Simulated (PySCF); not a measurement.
**HfH4: forces at shaken geometries**

Aim: move all atoms of relaxed HfH4 at random and read energies and forces. The species was built from a template and needn't be a known compound.

Computed with PySCF 2.14.0. Level: PBE, Hf def2-SVP with ECP60, H def2-SVP; scalar-relativistic core potentials, no spin–orbit coupling.

1 further run of the same task is left out (for a known fault of the program).

## Step 1: The starting structure

5 atoms, charge 0, spin multiplicity 1.

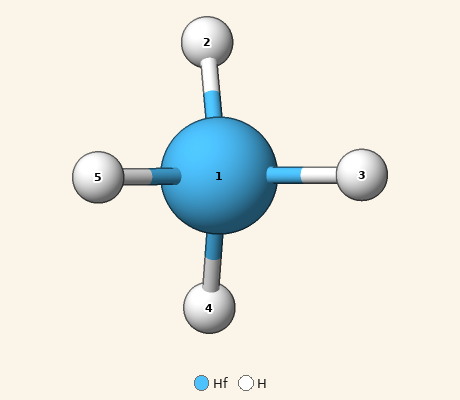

The structure; hafnium blue, hydrogen white; atoms are numbered from 1 in the order of the file.

As a file:

```xyz
5
charge 0, multiplicity 1
Hf    0.0000    0.0000    0.0000
H     1.5143    0.0000    1.0693
H     0.0000    1.5143   -1.0693
H    -1.5143    0.0000    1.0693
H     0.0000   -1.5143   -1.0693
```

Formal oxidation states: Hf +4. An earlier session relaxed this geometry at PBE, Hf def2-SVP with ECP60, H def2-SVP (singlet, point group Td).

Its energy there is -50.309722 Eh.

## Step 2: Atoms moved at random, σ = 0.06 Å

Contents of run.py (the lines that set the calculation):

```python
mol = gto.M(atom='''
Hf    -0.00205    -0.00166    -0.08039
H      1.59192     0.04888     1.11320
H      0.04870     1.48260    -1.13626
H     -1.57144    -0.01035     1.16675
H     -0.06712    -1.51947    -1.06330''',
    basis={'Hf': 'def2-SVP', 'H': 'def2-SVP'},
    ecp={'Hf': 'def2-SVP'},
    charge=0, spin=0)
mf = dft.RKS(mol, xc='PBE')
mf.grids.atom_grid = (50, 194)
mf = mf.density_fit()  # fitting sets: Hf def2-universal-JKFIT, H def2-universal-JKFIT
mf.conv_tol = 1e-08; mf.max_cycle = 55
mf.kernel(dm0)  # dm0: the density of the relaxed state
```

Started as:

```
$ OMP_NUM_THREADS=2 python run.py
```

The log of the run:

```text
init E= -50.2825638809424
  HOMO = -0.268238148728588  LUMO = -0.131232383597975  gap/eV = 3.72812
cycle= 1 E= -50.3002276499108  delta_E= -0.0177  |g|= 0.0577  |ddm|= 0.184
  HOMO = -0.241295114651045  LUMO = -0.118024345964478  gap/eV = 3.35437
cycle= 2 E= -50.2996277711554  delta_E= 0.0006  |g|= 0.07  |ddm|= 0.171
  HOMO = -0.250078290137982  LUMO = -0.119168454228054  gap/eV = 3.56224
cycle= 3 E= -50.3014228203577  delta_E= -0.0018  |g|= 0.00344  |ddm|= 0.0946
  HOMO = -0.250530196201864  LUMO = -0.120299812815032  gap/eV = 3.54375
cycle= 4 E= -50.3014249849919  delta_E= -2.16e-06  |g|= 0.00315  |ddm|= 0.011
  HOMO = -0.250471293955618  LUMO = -0.119903241278922  gap/eV = 3.55294
cycle= 5 E= -50.3014290859441  delta_E= -4.1e-06  |g|= 0.00024  |ddm|= 0.00501
  HOMO = -0.250498719132291  LUMO = -0.119918492986164  gap/eV = 3.55327
cycle= 6 E= -50.3014291137981  delta_E= -2.79e-08  |g|= 4.34e-05  |ddm|= 0.000487
  HOMO = -0.250491170763352  LUMO = -0.119914678391953  gap/eV = 3.55317
cycle= 7 E= -50.3014291145124  delta_E= -7.14e-10  |g|= 1.79e-05  |ddm|= 8.78e-05
  HOMO = -0.250490540848627  LUMO = -0.119913029389784  gap/eV = 3.55320
Extra cycle  E= -50.3014291144173  delta_E= 9.51e-11  |g|= 2.36e-05  |ddm|= 6.04e-05
converged SCF energy = -50.3014291144173
```

It took 0.8 s on 2 threads of Arm Neoverse V1, shared host.

Read off: E = -50.301429 Eh (+0.226 eV from the relaxed state), HOMO -6.82 eV, LUMO -3.26 eV, Mulliken charge on Hf1 +0.99 e, largest force component 2.215 eV/Å. 

```
atom      Fx      Fy  Fz (eV/Å)
 Hf1  -0.012   0.159      2.215
  H2  -0.876  -0.100     -0.795
  H3  -0.070   0.236     -0.237
  H4   0.906   0.076     -0.870
  H5   0.052  -0.370     -0.312
```

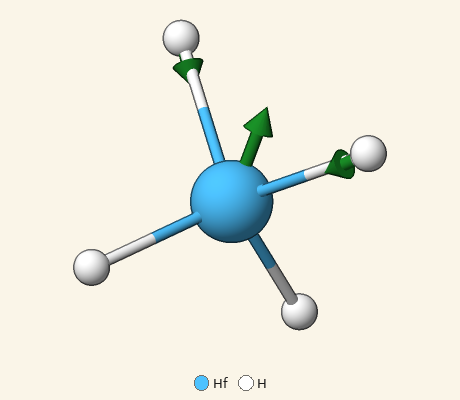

Forces as arrows, the longest for the largest force.

## Step 3: Atoms moved at random, σ = 0.06 Å

Contents of run.py (the lines that set the calculation):

```python
mol = gto.M(atom='''
Hf    -0.11465     0.01798     0.03401
H      1.47098    -0.05353     1.01876
H      0.04400     1.60659    -1.05530
H     -1.48727    -0.08754     1.03284
H      0.08694    -1.48350    -1.03031''',
    basis={'Hf': 'def2-SVP', 'H': 'def2-SVP'},
    ecp={'Hf': 'def2-SVP'},
    charge=0, spin=0)
mf = dft.RKS(mol, xc='PBE')
mf.grids.atom_grid = (50, 194)
mf = mf.density_fit()  # fitting sets: Hf def2-universal-JKFIT, H def2-universal-JKFIT
mf.conv_tol = 1e-08; mf.max_cycle = 55
mf.kernel(dm0)  # dm0: the density of the relaxed state
```

Started as:

```
$ OMP_NUM_THREADS=2 python run.py
```

The log of the run:

```text
init E= -50.3010453358774
  HOMO = -0.260594943989633  LUMO = -0.116741737553986  gap/eV = 3.91445
cycle= 1 E= -50.2999346769427  delta_E= 0.00111  |g|= 0.0554  |ddm|= 0.247
  HOMO = -0.242015716055762  LUMO = -0.110258994620698  gap/eV = 3.58528
cycle= 2 E= -50.299546521569  delta_E= 0.000388  |g|= 0.0651  |ddm|= 0.152
  HOMO = -0.250285702191733  LUMO = -0.112457549764262  gap/eV = 3.75050
cycle= 3 E= -50.3009668683842  delta_E= -0.00142  |g|= 0.00181  |ddm|= 0.0821
  HOMO = -0.250438944431535  LUMO = -0.112690255452527  gap/eV = 3.74833
cycle= 4 E= -50.3009682677443  delta_E= -1.4e-06  |g|= 0.000749  |ddm|= 0.00393
  HOMO = -0.250477805003059  LUMO = -0.112595314021553  gap/eV = 3.75197
cycle= 5 E= -50.3009684620146  delta_E= -1.94e-07  |g|= 0.000241  |ddm|= 0.00133
  HOMO = -0.250478909328792  LUMO = -0.112632958973984  gap/eV = 3.75098
cycle= 6 E= -50.3009684816929  delta_E= -1.97e-08  |g|= 9.59e-05  |ddm|= 0.000476
  HOMO = -0.250469700624632  LUMO = -0.112619956034977  gap/eV = 3.75108
cycle= 7 E= -50.3009684852831  delta_E= -3.59e-09  |g|= 1.05e-05  |ddm|= 0.000156
  HOMO = -0.250471370488521  LUMO = -0.112622160845647  gap/eV = 3.75107
Extra cycle  E= -50.3009684852412  delta_E= 4.19e-11  |g|= 1.49e-05  |ddm|= 4.01e-05
converged SCF energy = -50.3009684852412
```

It took 0.8 s on 2 threads of Arm Neoverse V1, shared host.

Result: E = -50.300968 Eh (+0.238 eV from the relaxed state), HOMO -6.82 eV, LUMO -3.06 eV, Mulliken charge on Hf1 +0.99 e, largest force component 2.557 eV/Å. 

```
atom      Fx      Fy  Fz (eV/Å)
 Hf1   2.557   0.539     -1.734
  H2  -0.270   0.056      0.079
  H3  -0.263  -0.519      0.408
  H4  -1.819  -0.072      1.280
  H5  -0.205  -0.004     -0.033
```

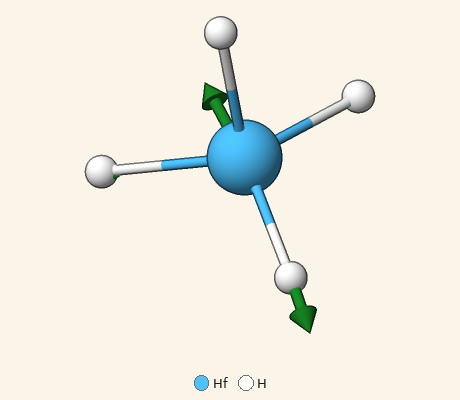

Forces as arrows, the longest for the largest force.

## Step 4: Atoms moved at random, σ = 0.06 Å

Contents of run.py (the lines that set the calculation):

```python
mol = gto.M(atom='''
Hf    -0.04885    -0.05929     0.04601
H      1.54531     0.06774     1.03881
H      0.11397     1.52888    -1.13542
H     -1.58364    -0.06580     1.15875
H     -0.02679    -1.47153    -1.10816''',
    basis={'Hf': 'def2-SVP', 'H': 'def2-SVP'},
    ecp={'Hf': 'def2-SVP'},
    charge=0, spin=0)
mf = dft.RKS(mol, xc='PBE')
mf.grids.atom_grid = (50, 194)
mf = mf.density_fit()  # fitting sets: Hf def2-universal-JKFIT, H def2-universal-JKFIT
mf.conv_tol = 1e-08; mf.max_cycle = 55
mf.kernel(dm0)  # dm0: the density of the relaxed state
```

Started as:

```
$ OMP_NUM_THREADS=2 python run.py
```

The log of the run:

```text
init E= -50.2854986628189
  HOMO = -0.267419628385059  LUMO = -0.130050963416517  gap/eV = 3.73799
cycle= 1 E= -50.3038029813885  delta_E= -0.0183  |g|= 0.0385  |ddm|= 0.193
  HOMO = -0.245077378999329  LUMO = -0.117046299904697  gap/eV = 3.48390
cycle= 2 E= -50.3036100712508  delta_E= 0.000193  |g|= 0.045  |ddm|= 0.115
  HOMO = -0.252005338624548  LUMO = -0.119369475000318  gap/eV = 3.60921
cycle= 3 E= -50.304355501843  delta_E= -0.000745  |g|= 0.00255  |ddm|= 0.063
  HOMO = -0.252160143632215  LUMO = -0.119272922034127  gap/eV = 3.61605
cycle= 4 E= -50.3043577311551  delta_E= -2.23e-06  |g|= 0.0013  |ddm|= 0.00576
  HOMO = -0.252245152066911  LUMO = -0.119493688871773  gap/eV = 3.61235
cycle= 5 E= -50.3043584269371  delta_E= -6.96e-07  |g|= 0.00027  |ddm|= 0.00234
  HOMO = -0.252243441547942  LUMO = -0.119453795702645  gap/eV = 3.61339
cycle= 6 E= -50.3043584600478  delta_E= -3.31e-08  |g|= 8.67e-05  |ddm|= 0.000577
  HOMO = -0.252241776159293  LUMO = -0.119456977509646  gap/eV = 3.61326
cycle= 7 E= -50.3043584631983  delta_E= -3.15e-09  |g|= 1.34e-05  |ddm|= 0.000136
  HOMO = -0.25223808750905  LUMO = -0.119453759261782  gap/eV = 3.61325
Extra cycle  E= -50.3043584631402  delta_E= 5.81e-11  |g|= 1.78e-05  |ddm|= 4.51e-05
converged SCF energy = -50.3043584631402
```

Run time: 1.2 s. Hardware: 2 threads of Arm Neoverse V1, shared host.

Result: E = -50.304358 Eh (+0.146 eV from the relaxed state), HOMO -6.86 eV, LUMO -3.25 eV, Mulliken charge on Hf1 +0.99 e, largest force component 1.380 eV/Å. 

```
atom      Fx      Fy  Fz (eV/Å)
 Hf1   0.316   1.380     -0.331
  H2  -0.321  -0.206     -0.086
  H3  -0.295  -0.870      0.725
  H4   0.295   0.024     -0.243
  H5   0.005  -0.328     -0.064
```

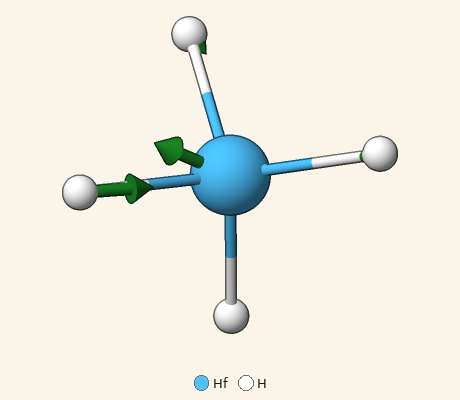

Forces as arrows, the longest for the largest force.

## Step 5: Results

| σ (Å) | energy rise (eV) | harmonic estimate −½ F·u (eV) | largest force component (eV/Å) |
| --- | --- | --- | --- |
| 0.06 | 0.226 | 0.211 | 2.22 |
| 0.06 | 0.238 | 0.250 | 2.56 |
| 0.06 | 0.146 | 0.142 | 1.38 |

Every displacement raises the energy. For a harmonic well the rise equals −½ F·u; the two differ by at most 7 % here (a move with σ = 0.06 Å), from anharmonicity, the grid and the small forces left at the relaxed point. These are double-zeta-type bases without diffuse functions. Spin–orbit coupling is left out.
